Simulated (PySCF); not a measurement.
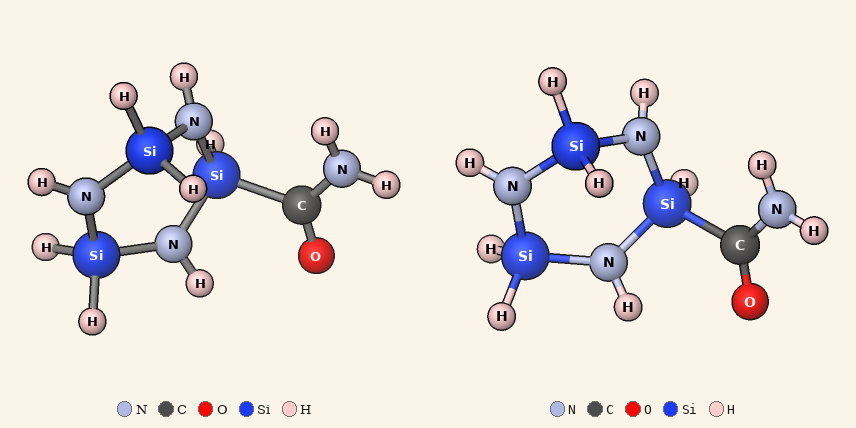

Both panels show the same species.

The computed structure is the end point of a PBE0-D3(BJ)/def2-SVP optimisation. No frequency run is at hand to confirm it as a minimum.

Which formula does it have?

CH₁₀N₄OSi₃, 19 atoms: 1 carbon, 10 hydrogen, 4 nitrogen, 1 oxygen and 3 silicon.

What is its SMILES?

NC(=O)[SiH]1N[SiH2]N[SiH2]N1

Give the symmetry (Schoenflies symbol).

C1.

Count the bonded pairs by element.

6 N–Si, 5 N–H, 5 Si–H, 1 C–N, 1 C–O, 1 C–Si.

The parts below concern this one geometry. Atoms keep their numbers from picture to picture.

## Geometry

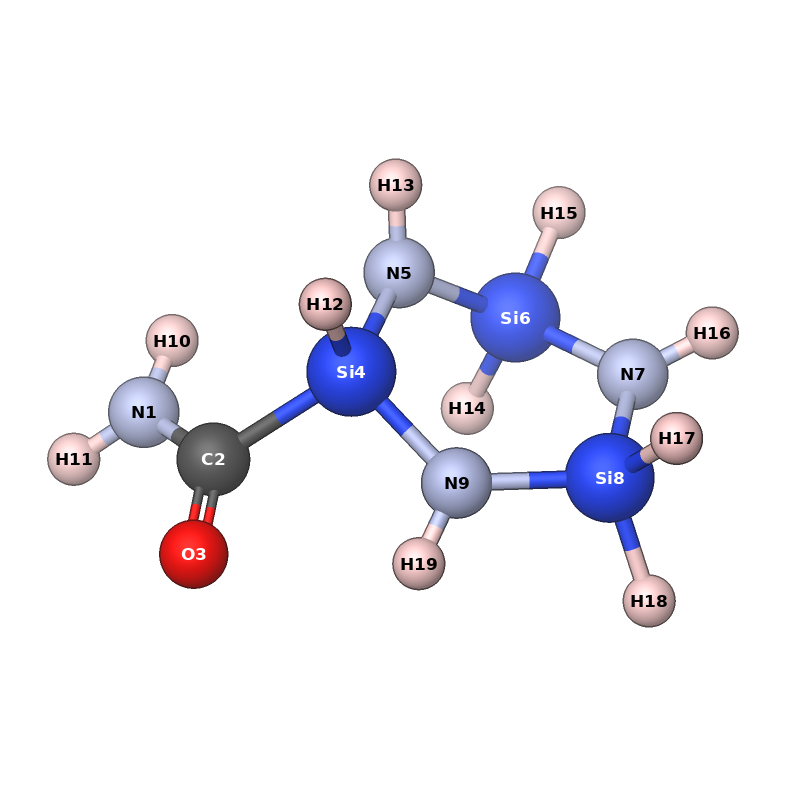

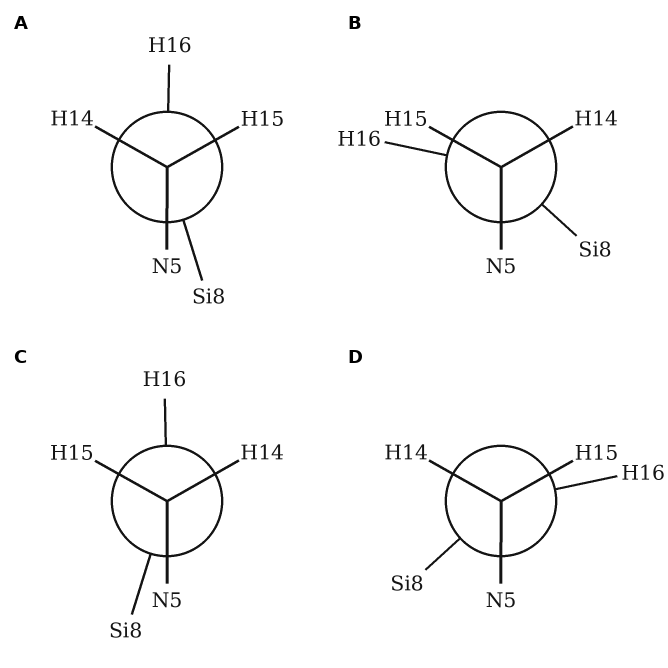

Distant atoms are faded towards the background colour. Bonds that would overlap in a projection are set slightly apart. No frequency run is at hand to confirm it as a minimum.

Which Newman projection shows the view along Si6–N7, with Si6 in front?

D. The torsion angle N5–Si6–N7–Si8 is 48°, synclinal (gauche).

## Polarisability

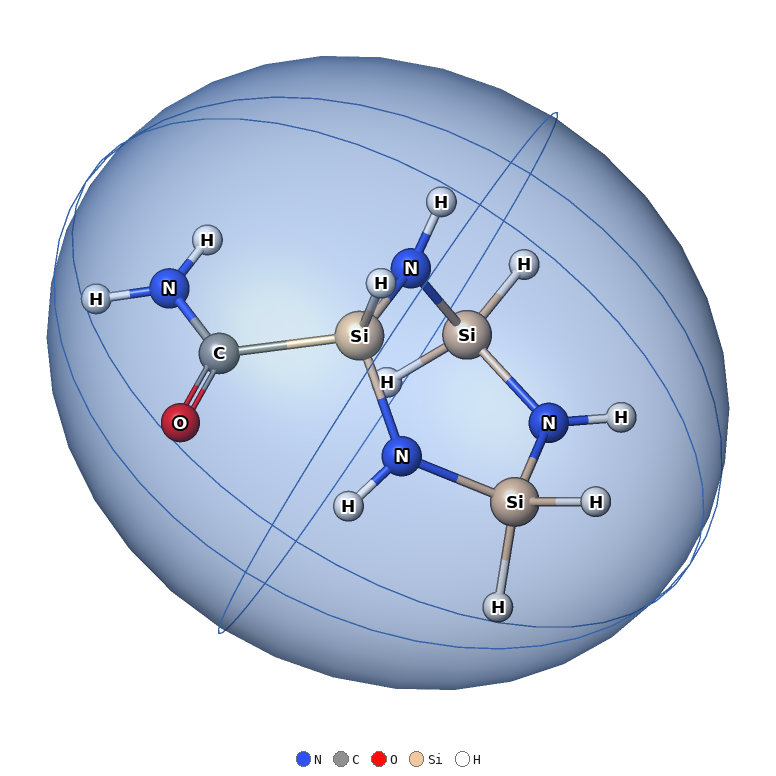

The ellipsoid shows the static dipole polarisability: its half-axes are proportional to the principal values. No frequency run is at hand to confirm it as a minimum. Level of theory: ωB97X-D/def2-SVPD (PySCF 2.14.0).

Give the principal values, the mean and the anisotropy.

Principal values 99.3, 121.2, 128.4 bohr³; mean 116.3 bohr³ (17.23 Å³); anisotropy 26.2 bohr³, so the longest axis is 1.29 times the shortest.

## Quadrupole coupling

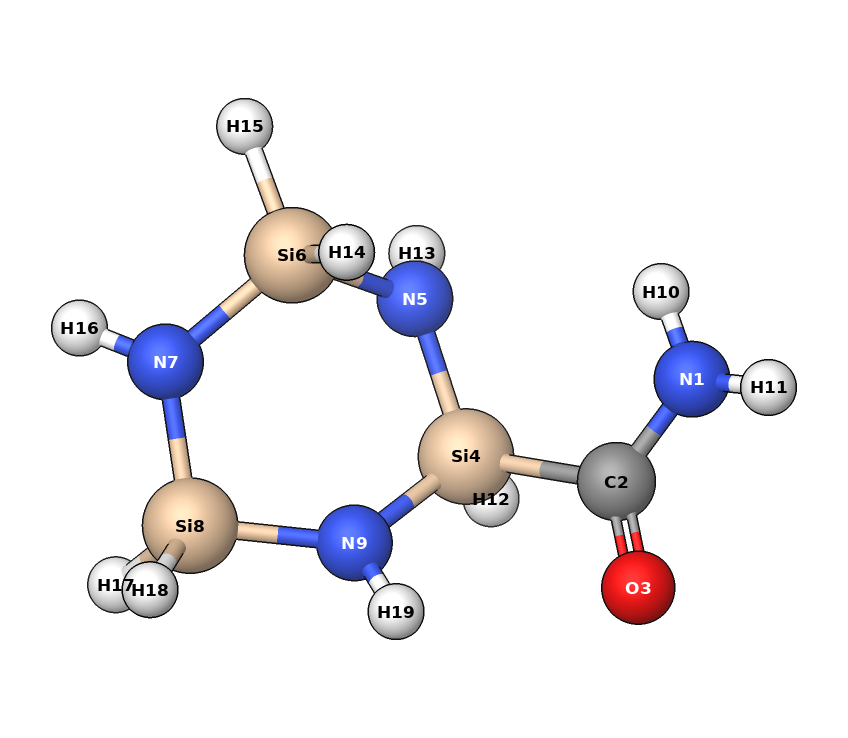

No frequency run is at hand to confirm it as a minimum. Electric field gradients from the ground-state density, PBE0/pcSseg-1 (PySCF 2.14.0), non-relativistic apart from any core potentials.

Give the largest field-gradient component, the quadrupole coupling constant and the asymmetry for 14N at N1 (Q = 20.44 mb), 17O at O3 (Q = −25.6 mb), 14N at N5 (Q = 20.44 mb), 14N at N7 (Q = 20.44 mb), 14N at N9 (Q = 20.44 mb).

| atom | V_zz (a.u.) | e²qQ/h (MHz) | η |
| --- | --- | --- | --- |
| N1 | −0.884 | −4.24 | 0.07 |
| O3 | −1.578 | 9.49 | 0.05 |
| N5 | −0.695 | −3.34 | 0.53 |
| N7 | −0.761 | −3.65 | 0.45 |
| N9 | −0.689 | −3.31 | 0.36 |

## NMR shielding

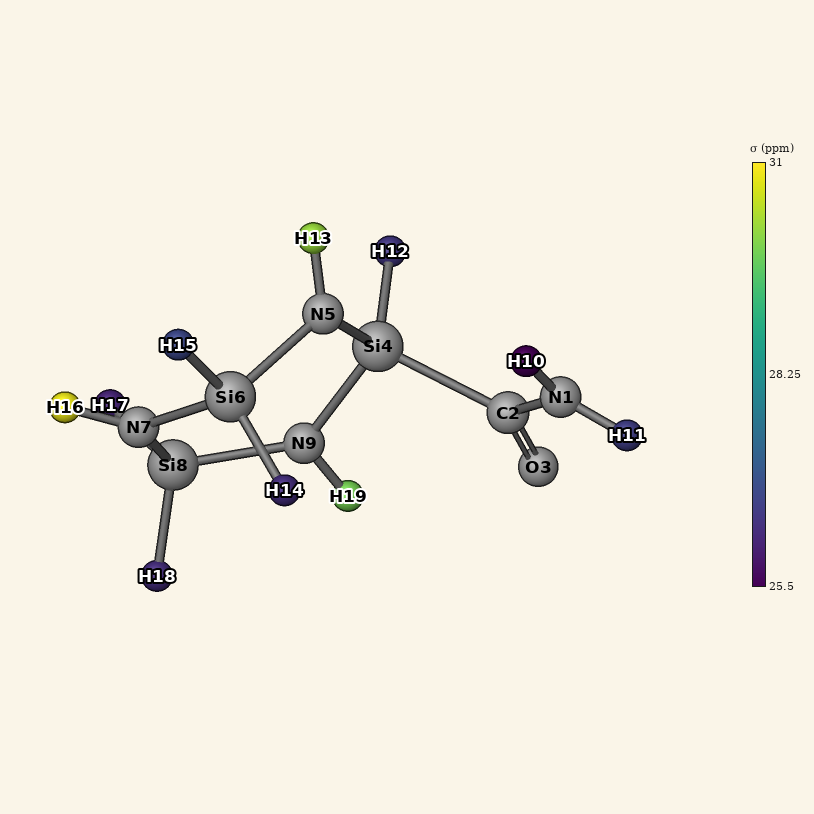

Atoms are coloured by their isotropic NMR shieldings (H only, the others grey). No frequency run is at hand to confirm it as a minimum. Properties computed with GIAO ωB97X-D/pcSseg-1 NMR shielding, non-relativistic, gas phase (PySCF 2.14.0).

Which H atom is the most shielded (lowest chemical shift)?

H16 (30.81 ppm).

Which H atom is the least shielded (highest chemical shift)?

H10 (25.51 ppm).

How wide is the range of H shifts?

5.30 ppm.

Give the isotropic NMR shieldings of the H atoms atom by atom.

```tsv
atom	σ (ppm)
H10	25.51
H11	26.53
H12	26.41
H13	30.15
H14	26.27
H15	26.72
H16	30.81
H17	26.09
H18	26.23
H19	29.84
```

## Core levels

No frequency run is at hand to confirm it as a minimum. Method: delta-SCF UKS SCAN, pcX-2 on the ionised atom, pcseg-1 elsewhere, spin-free X2C (PySCF 2.14.0).

Give the core-electron binding energies (to vacuum; p and d levels without spin–orbit splitting) of N1 1s, C2 1s, O3 1s, Si4 1s, Si4 2p, N5 1s, Si6 1s, Si6 2p, N7 1s.

```
atom  level  binding energy (eV)
  N1     1s                405.8
  C2     1s                293.0
  O3     1s                536.8
 Si4     1s               1847.0
 Si4     2p                107.2
  N5     1s                404.1
 Si6     1s               1847.1
 Si6     2p                107.4
  N7     1s                404.0
```
